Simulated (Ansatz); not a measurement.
**SiClH3 (SiH3Cl): one molecule under many settings**

How do the results and run time of SiClH3 (SiH3Cl) respond when the settings are drawn wide?

The runs use Ansatz 0.2.0, Gaussian basis; the settings change from run to run.

**1. The molecule**

The structure was relaxed beforehand with r2SCAN-D4 in a triple-zeta def2 set.

5 atoms, charge 0, spin multiplicity 1.

Atoms are counted from 1 here; the program's logs count them from 0.

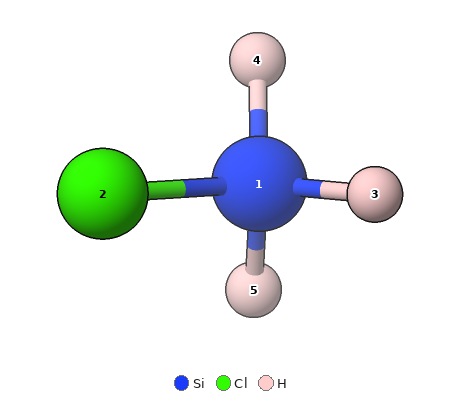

The geometry (silicon blue, chlorine green, hydrogen pink); atoms are numbered from 1 in the order of the file.

Coordinates:

```mol
ClH3Si
  3D, bonds by distance, orders not assigned

  5  4  0  0  0  0  0  0  0  0999 V2000
   -0.0008    0.0014   -0.1280 Si  0  0
    0.0128   -0.0203    1.9278 Cl  0  0
    1.3981    0.0112   -0.6092 H   0  0
   -0.7092    1.2181   -0.5825 H   0  0
   -0.7009   -1.2104   -0.6081 H   0  0
  1  2  8  0
  1  3  8  0
  1  4  8  0
  1  5  8  0
M  END
```

**2. wB97X-V/6-31G***

File in.yaml:

```yaml
crystal:
  periodic: [false, false, false]
  atoms:
    - {symbol: Si, position_ang: [-0.000836, 0.001355, -0.127976]}
    - {symbol: Cl, position_ang: [0.012849, -0.020286, 1.927808]}
    - {symbol: H, position_ang: [1.398116, 0.011221, -0.609226]}
    - {symbol: H, position_ang: [-0.709233, 1.218089, -0.582484]}
    - {symbol: H, position_ang: [-0.700887, -1.210389, -0.608131]}
basis:
  gaussian: {orbitals: "6-31G*"}
hamiltonian: {xc: {name: wB97X-V}}
```

Run with:

```bash
> ansatz run in.yaml --threads 2 --pin off --events-out ev --progress --plain --max-ram 4352MiB
```

What it wrote:

```text
Functional definition: wB97X-V
  name "wB97X-V"
  cite "Mardirossian & Head-Gordon, Phys. Chem. Chem. Phys. 16, 9904 (2014) doi:10.1039/C3CP54374A"
  cite "Becke, J. Chem. Phys. 107, 8554 (1997) doi:10.1063/1.475007"
  cite "Vydrov & Van Voorhis, J. Chem. Phys. 133, 244103 (2010) doi:10.1063/1.3521275"
  parameter omega = 0.3/bohr
  parameter cx = 0.167
  parameter cx1 = 0.603
  parameter cx2 = 1.194
  parameter css0 = 0.556
  parameter css1 = -0.257
  parameter cos0 = 1.219
  parameter cos1 = -1.850
  parameter b = 6.0
  parameter c = 0.01
  exchange = spin_sum(e_x_unif_sr(omega)*poly(b97_u_x, 1 - cx, cx1, cx2)) + cx*exact_x_sr(omega) + exact_x_lr(omega)
  correlation = spin_sum(e_c_pw_same_spin*poly(b97_u_same, css0, css1))
      + integral(e_c_pw_opposite_spin*poly(b97_u_opposite, cos0, cos1)) + vv10(b, c)
425 factors; integrals over basis functions are off by at most 1.1e-3 eV
134 factors; integrals over basis functions are off by at most 1.2e-5 eV
mean field evaluation 1: about -20445.5829 eV, gradient 1.1e1 eV
mean field evaluation 2: about -20445.8829 eV, gradient 5.8e0 eV
mean field evaluation 4: about -20445.9724 eV, gradient 6.7e-1 eV
mean field evaluation 8: about -20446.0323 eV, gradient 4.0e-3 eV
mean field -20446.03230022 eV, -751.3778282147 hartree, gradient 6.8e-5 eV, S^2 0.000000; 0 other end points of the search recorded, 0 dependent functions left out
reference -20446.03229883 eV, -751.3778281637 hartree; 17, 17 occupied and 27, 27 virtual orbitals, 425 factors
Total energy: -20446.03229883 eV, -751.3778281637 hartree
```

It took 1.6 s on 2 threads of Arm Neoverse V2, shared host.

**3. r2SCANh/def2-SVPD**

Options: multiplicity 3, density fitting with cc-pVTZ-jkfit, a grid of angular degree 47.

Changes to in.yaml since step 2:

```diff
@@ -9,3 +9,4 @@
 basis:
-  gaussian: {orbitals: "6-31G*"}
-hamiltonian: {xc: {name: wB97X-V}}
+  gaussian: {orbitals: def2-SVPD, fitting: {mean_field: cc-pVTZ-jkfit}, final_grid: {core_spheres: 20, valence_spheres: 16, degree: 47}}
+magnetization: {spin_polarized: true, initial_magnetization: 2}
+hamiltonian: {xc: {name: r2SCANh}}
```

The command is unchanged.

What it wrote (excerpt; [...] marks lines left out):

```text
Functional definition: r2SCANh
  name "r2SCANh"
  cite "Bursch, Neugebauer, Ehlert & Grimme, J. Chem. Phys. 156, 134105 (2022) doi:10.1063/5.0086040"
  cite "Furness, Kaplan, Ning, Perdew & Sun, J. Phys. Chem. Lett. 11, 8208 (2020) doi:10.1021/acs.jpclett.0c02405"
  cite "Furness, Kaplan, Ning, Perdew & Sun, J. Phys. Chem. Lett. 11, 9248 (2020) doi:10.1021/acs.jpclett.0c03077"
  parent r2scan
[...]
332 factors; integrals over basis functions are off by at most 3.0e-1 eV
[...]
mean field -20435.32994075 eV, -750.9845237585 hartree, gradient 6.7e-6 eV, S^2 2.006720; 14 other end points of the search recorded, 0 dependent functions left out
reference -20435.32996368 eV, -750.9845246013 hartree; 18, 16 occupied and 57, 59 virtual orbitals, 332 factors
Total energy: -20435.32996368 eV, -750.9845246013 hartree
```

It took 20 s on 2 threads of Arm Neoverse V2, shared host.

⟨S²⟩ 2.007.

**4. SVWN5/aug-cc-pVDZ**

Options: atoms shaken by 0.15 Å, relativity set to none.

File in.yaml:

```yaml
crystal:
  periodic: [false, false, false]
  atoms:
    - {symbol: Si, position_ang: [-0.128190, -0.036281, -0.308422]}
    - {symbol: Cl, position_ang: [0.107751, -0.173986, 1.830269]}
    - {symbol: H, position_ang: [1.363453, -0.043412, -0.810363]}
    - {symbol: H, position_ang: [-0.661439, 1.178654, -0.704253]}
    - {symbol: H, position_ang: [-0.931460, -1.119191, -0.419401]}
basis:
  gaussian: {orbitals: aug-cc-pVDZ}
hamiltonian: {xc: {name: SVWN5}, pseudopotentials: {relativity: none}}
```

The command is unchanged.

What it wrote:

```text
Functional definition: SVWN5
  name "SVWN5"
  cite "Dirac, Proc. Camb. Phil. Soc. 26, 376 (1930) doi:10.1017/S0305004100016108"
  cite "Slater, Phys. Rev. 81, 385 (1951) doi:10.1103/PhysRev.81.385"
  cite "Vosko, Wilk & Nusair, Can. J. Phys. 58, 1200 (1980) doi:10.1139/p80-159"
  exchange = slater_x
  correlation = vwn5_c
856 factors; their error is unknown
mean field evaluation 1: about -20375.7065 eV, gradient 1.7e1 eV
mean field evaluation 2: about -20376.2001 eV, gradient 1.3e1 eV
mean field evaluation 4: about -20376.7651 eV, gradient 6.2e-1 eV
mean field evaluation 8: about -20376.7275 eV, gradient 1.5e-2 eV
mean field -20376.72749079 eV, -748.8309234445 hartree, gradient 2.0e-5 eV, S^2 0.000000; 0 other end points of the search recorded, 0 dependent functions left out
reference -20376.72753867 eV, -748.8309252040 hartree; 17, 17 occupied and 64, 64 virtual orbitals, 856 factors
Total energy: -20376.72753867 eV, -748.8309252040 hartree
```

Wall time 0.4 s (2 threads of Arm Neoverse V2, shared host).

**5. BLYP/6-31++G****

Options: the search for lower states set to off.

File in.yaml:

```yaml
crystal:
  periodic: [false, false, false]
  atoms:
    - {symbol: Si, position_ang: [-0.000836, 0.001355, -0.127976]}
    - {symbol: Cl, position_ang: [0.012849, -0.020286, 1.927808]}
    - {symbol: H, position_ang: [1.398116, 0.011221, -0.609226]}
    - {symbol: H, position_ang: [-0.709233, 1.218089, -0.582484]}
    - {symbol: H, position_ang: [-0.700887, -1.210389, -0.608131]}
basis:
  gaussian: {orbitals: "6-31++G**"}
hamiltonian: {xc: {name: BLYP}}
scf: {lower_state_search: off}
```

The command is unchanged.

What it wrote (excerpt; [...] marks lines left out):

```text
Functional definition: BLYP
  name "BLYP"
  cite "Becke, Phys. Rev. A 38, 3098 (1988) doi:10.1103/PhysRevA.38.3098"
  cite "Lee, Yang & Parr, Phys. Rev. B 37, 785 (1988) doi:10.1103/PhysRevB.37.785"
[...]
665 factors; their error is unknown
[...]
mean field -20448.81837147 eV, -751.4802144445 hartree, gradient 2.7e-6 eV, S^2 0.000000; 0 other end points of the search recorded, 0 dependent functions left out
reference -20448.81874520 eV, -751.4802281790 hartree; 17, 17 occupied and 47, 47 virtual orbitals, 665 factors
Total energy: -20448.81874520 eV, -751.4802281790 hartree
Checks for a lower state left out: stability, starts, cluster_reference, orbital_swaps, neighbouring_geometries, increment
```

Wall time 0.3 s (2 threads of Arm Neoverse V2, shared host).

**6. All runs side by side**

```
            level  charge  multiplicity  geometry  functions  energy (eV)   time
   wB97X-V/6-31G*       0             1   relaxed         44   -20446.032  1.6 s
r2SCANh/def2-SVPD       0             3   relaxed         75   -20435.330   20 s
SVWN5/aug-cc-pVDZ       0             1    shaken         81   -20376.728  0.4 s
   BLYP/6-31++G**       0             1   relaxed         64   -20448.819  0.3 s
```

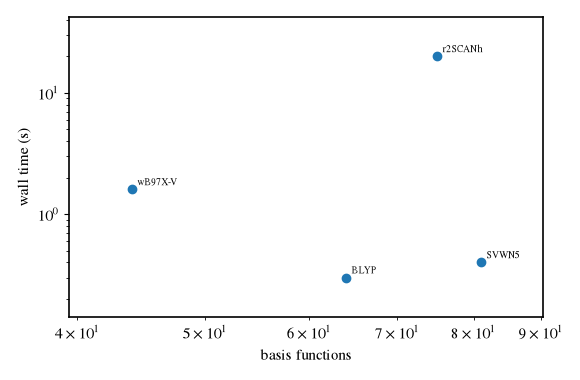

Wall time against the number of basis functions (shared host).

**7. What came out**

```
                                         quantity                    value
                                             runs                        4
                                         quickest    BLYP/6-31++G**, 0.3 s
                                          slowest  r2SCANh/def2-SVPD, 20 s
spread of total energies, same state and geometry                   2.8 eV
```

What this shows: Run time spans a factor of 67, from BLYP/6-31++G** to r2SCANh/def2-SVPD. The jobs differ in tasks and options as well as level. Total energies at one charge and spin differ by 3 eV between levels, so only differences within one level mean anything.
